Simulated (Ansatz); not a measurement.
The starting structures come from a database of crystals and need not be the phases stable at ambient conditions.

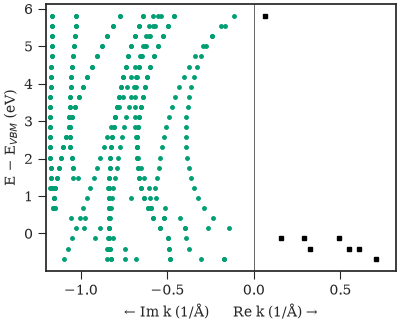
Figure. Complex bands at the centre of the two-dimensional zone; PBEsol run with Ansatz (a quantum-chemistry and plane-wave program)

The gap is the functional's own, uncorrected, and κ follows it; spin-orbit coupling is left out. Mid-gap values are interpolated between the computed energies.

### Question
This is SrClF (P4/nmm, not sure to be the ambient phase, 6 atoms a cell, 19.8 Å³ an atom, -2 GPa at this level) along the normal of (100). Read off the slowest decay at the centre of the two-dimensional zone at 2.83 eV, the computed energy nearest the middle of the gap.

### Answer
κ ≈ 0.39 1/Å, a decay length 1/(2κ) of the density of 1.3 Å.
